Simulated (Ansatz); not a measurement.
# CH6OSSi: rigid scan of one bond length from a Python script

How does the energy of CH6OSSi change as one bond is stretched? A script is to give a rigid scan of one bond length; the system is CH6OSSi. SMILES: OC[SiH2]S.

Computed with Ansatz 0.2.0, driven from Python. Level of theory: Hartree-Fock/def2-SVP.

### Step 1. The structure

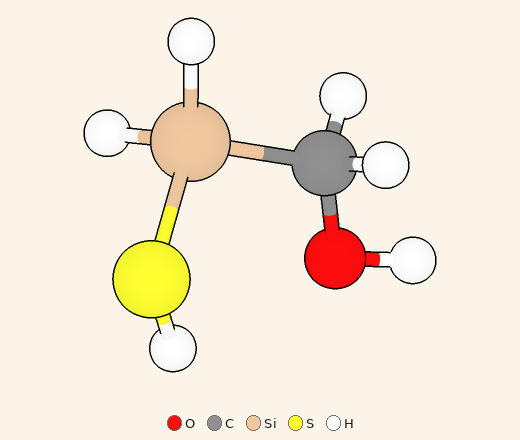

The starting structure, viewed from a chosen angle; oxygen red, carbon grey, silicon light orange, sulfur yellow, hydrogen white.

The script holds or builds the structure itself.

### Step 2. The script

Contents of ch6ossi_scan.py:

```python
from dataclasses import dataclass
import warnings

import ansatz as az
import matplotlib.pyplot as plt
import numpy as np


@dataclass(frozen=True)
class RunConfig:
    basis_set: str = "def2-SVP"
    xc: str = "hf"


settings = RunConfig()

warnings.simplefilter("ignore", az.DeckWarning)

mol = (
    az.Crystal.molecule()
    .atom("O", (-0.7899, 0.8751, -1.1901))
    .atom("C", (-0.5875, 0.6828, 0.1896))
    .atom("Si", (0.257, -0.9106, 0.6304))
    .atom("S", (2.2391, -0.9863, -0.4048))
    .atom("H", (-1.2543, 1.7893, -1.2933))
    .atom("H", (0.0116, 1.5449, 0.5547))
    .atom("H", (-1.5229, 0.7189, 0.7092))
    .atom("H", (-0.4811, -2.0789, 0.2487))
    .atom("H", (0.559, -0.9485, 2.1474))
    .atom("H", (1.652, -0.7379, -1.5889))
)

symbols = [site.symbol for site in mol.cartesian_sites]
start = np.array([site.position_ang for site in mol.cartesian_sites])
axis = (start[2] - start[1]) / np.linalg.norm(start[2] - start[1])
moving = [2, 3, 7, 8, 9]
lengths, energies = [1.58, 1.71, 1.86, 2.04, 2.32, 2.78, 3.34, 4.08], []
for length in lengths:
    xyz = start.copy()
    xyz[moving] += (length - np.linalg.norm(start[2] - start[1])) * axis
    point = az.Crystal.molecule()
    for symbol, place in zip(symbols, xyz):
        point = point.atom(symbol, place.tolist())
    model = (
        point.calculation()
        .basis(gaussian=settings.basis_set)
        .functional(settings.xc)
        .spin("collinear")
    )
    rep = model.run(threads=1, backend="cpu").report
    energies.append(rep["free_energy_ev"])
    print(f"r = {length:6.3f} A  E = {energies[-1]:.5f} eV  <S^2> = {abs(rep['mean_field']['state']['spin_squared']):.3f}")

print("energy above the lowest point (eV):", [round(e - min(energies), 3) for e in energies])
plt.figure(figsize=(4.5, 3))
plt.plot(lengths, np.array(energies) - min(energies), "o-")
plt.xlabel("bond length (A)")
plt.ylabel("E - E(min) (eV)")
plt.tight_layout()
plt.savefig("scan.png", dpi=100)
```

### Step 3. What the engine is handed

The engine receives this input (first run):

```yaml
crystal:
  periodic: [false, false, false]
  atoms:
    - { symbol: O, position_ang: [-0.7899, 0.8751, -1.1901] }
    - { symbol: C, position_ang: [-0.5875, 0.6828, 0.1896] }
    - { symbol: Si, position_ang: [0.13124256907608772, -0.6733212665078012, 0.564758939548537] }
    - { symbol: S, position_ang: [2.113342569076088, -0.7490212665078013, -0.470441060451463] }
    - { symbol: H, position_ang: [-1.2543, 1.7893, -1.2933] }
    - { symbol: H, position_ang: [0.0116, 1.5449, 0.5547] }
    - { symbol: H, position_ang: [-1.5229, 0.7189, 0.7092] }
    - { symbol: H, position_ang: [-0.6068574309239123, -1.8416212665078013, 0.18305893954853697] }
    - { symbol: H, position_ang: [0.43324256907608777, -0.7112212665078013, 2.081758939548537] }
    - { symbol: H, position_ang: [1.5262425690760877, -0.5006212665078014, -1.654541060451463] }
basis:
  gaussian:
    orbitals: def2-SVP
hamiltonian:
  xc: hf
magnetization:
  spin_polarized: true
```

### Step 4. The run

The run is started by

```bash
$ python ch6ossi_scan.py
```

The program printed:

```text
r =  1.580 A  E = -21832.40759 eV  <S^2> = 0.000
r =  1.710 A  E = -21833.51873 eV  <S^2> = 0.000
r =  1.860 A  E = -21833.91969 eV  <S^2> = 0.000
r =  2.040 A  E = -21833.73879 eV  <S^2> = 0.000
r =  2.320 A  E = -21832.86016 eV  <S^2> = 0.000
r =  2.780 A  E = -21831.41694 eV  <S^2> = 0.496
r =  3.340 A  E = -21830.96834 eV  <S^2> = 0.892
r =  4.080 A  E = -21830.86768 eV  <S^2> = 0.994
energy above the lowest point (eV): [1.512, 0.401, 0.0, 0.181, 1.06, 2.503, 2.951, 3.052]
```

Wall time 24 s (1 thread of Arm Neoverse V1, shared host); peak memory 0.33 GiB.

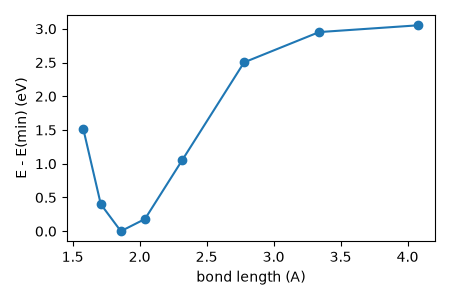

The script's own figure, scan.png.

### Step 5. What changed from run to run

The engine's inputs for some of the other runs:

Run 4, against run 1:

```diff
@@ -6,2 +6,2 @@
-    - { symbol: Si, position_ang: [0.13124256907608772, -0.6733212665078012, 0.564758939548537] }
-    - { symbol: S, position_ang: [2.113342569076088, -0.7490212665078013, -0.470441060451463] }
+    - { symbol: Si, position_ang: [0.3404967347564677, -1.0681413820733636, 0.6739824282778578] }
+    - { symbol: S, position_ang: [2.322596734756468, -1.1438413820733635, -0.36121757172214214] }
@@ -11,3 +11,3 @@
-    - { symbol: H, position_ang: [-0.6068574309239123, -1.8416212665078013, 0.18305893954853697] }
-    - { symbol: H, position_ang: [0.43324256907608777, -0.7112212665078013, 2.081758939548537] }
-    - { symbol: H, position_ang: [1.5262425690760877, -0.5006212665078014, -1.654541060451463] }
+    - { symbol: H, position_ang: [-0.39760326524353234, -2.2364413820733637, 0.29228242827785783] }
+    - { symbol: H, position_ang: [0.6424967347564677, -1.1060413820733637, 2.190982428277858] }
+    - { symbol: H, position_ang: [1.7354967347564676, -0.8954413820733637, -1.5453175717221421] }
```

Run 5, against run 1:

```diff
@@ -6,2 +6,2 @@
-    - { symbol: Si, position_ang: [0.13124256907608772, -0.6733212665078012, 0.564758939548537] }
-    - { symbol: S, position_ang: [2.113342569076088, -0.7490212665078013, -0.470441060451463] }
+    - { symbol: Si, position_ang: [0.4678688356053945, -1.3084666698089231, 0.7404662909826618] }
+    - { symbol: S, position_ang: [2.449968835605395, -1.384166669808923, -0.2947337090173382] }
@@ -11,3 +11,3 @@
-    - { symbol: H, position_ang: [-0.6068574309239123, -1.8416212665078013, 0.18305893954853697] }
-    - { symbol: H, position_ang: [0.43324256907608777, -0.7112212665078013, 2.081758939548537] }
-    - { symbol: H, position_ang: [1.5262425690760877, -0.5006212665078014, -1.654541060451463] }
+    - { symbol: H, position_ang: [-0.2702311643946055, -2.476766669808923, 0.35876629098266183] }
+    - { symbol: H, position_ang: [0.7698688356053945, -1.3463666698089232, 2.257466290982662] }
+    - { symbol: H, position_ang: [1.8628688356053944, -1.1357666698089233, -1.4788337090173382] }
```

Run 7, against run 1:

```diff
@@ -6,2 +6,2 @@
-    - { symbol: Si, position_ang: [0.13124256907608772, -0.6733212665078012, 0.564758939548537] }
-    - { symbol: S, position_ang: [2.113342569076088, -0.7490212665078013, -0.470441060451463] }
+    - { symbol: Si, position_ang: [0.9318672029836284, -2.1839373608456047, 0.9826575051215907] }
+    - { symbol: S, position_ang: [2.9139672029836285, -2.2596373608456046, -0.052542494878409285] }
@@ -11,3 +11,3 @@
-    - { symbol: H, position_ang: [-0.6068574309239123, -1.8416212665078013, 0.18305893954853697] }
-    - { symbol: H, position_ang: [0.43324256907608777, -0.7112212665078013, 2.081758939548537] }
-    - { symbol: H, position_ang: [1.5262425690760877, -0.5006212665078014, -1.654541060451463] }
+    - { symbol: H, position_ang: [0.19376720298362832, -3.3522373608456046, 0.6009575051215907] }
+    - { symbol: H, position_ang: [1.2338672029836284, -2.221837360845605, 2.499657505121591] }
+    - { symbol: H, position_ang: [2.326867202983628, -2.011237360845605, -1.2366424948784092] }
```

### Step 6. The engine's runs

The 8 runs, in the order started:

| run | distance (Å) | energy from run 3 (eV) | <S²> | SCF cycles | CPU time (s) |
| --- | --- | --- | --- | --- | --- |
| 1 | 1.58 | 1.5121 | 0.00 | 11 | 1.7 |
| 2 | 1.71 | 0.4010 | 0.00 | 11 | 1.7 |
| 3 | 1.86 | 0.0000 | 0.00 | 11 | 1.7 |
| 4 | 2.04 | 0.1809 | 0.00 | 11 | 1.7 |
| 5 | 2.32 | 1.0595 | 0.00 | 11 | 1.8 |
| 6 | 2.78 | 2.5028 | 0.50 | 25 | 3.5 |
| 7 | 3.34 | 2.9514 | 0.89 | 38 | 4.3 |
| 8 | 4.08 | 3.0520 | 0.99 | 68 | 5.8 |

### Step 7. What came out

| quantity | value |
| --- | --- |
| runs compared | 8 |
| range of energy | 3.052 eV |
| lowest point, distance (Å) | 1.86 |

In words: The lowest point, at 1.86, lies inside the range. The ends stand 1.51 and 3.05 eV above it. The distance scanned is the script's pair 1, 2. <S²> moves from 0.00 to 0.99: along the scan the mean field breaks spin symmetry. What to keep in mind:
- The rest of the molecule is held rigid at a force-field or estimated start geometry, and the basis set is modest; single-reference methods fail as a bond breaks.
